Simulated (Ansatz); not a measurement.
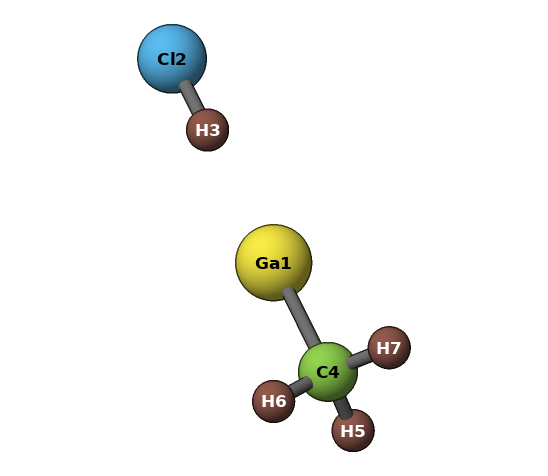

The questions are on Mulliken charges. The computed structure is the end point of a PBE0-D4/def2-TZVP optimisation. Level of theory: RKS PBE0-D4/def2-TZVP (Ansatz 0.2.0).

Give the Mulliken charges atom by atom.

```tsv
atom	value (e)
Ga1	0.19
Cl2	−0.32
H3	0.29
C4	−0.58
H5	0.14
H6	0.14
H7	0.14
```

Mulliken values depend strongly on the basis set and can even reverse the polarity of a bond.
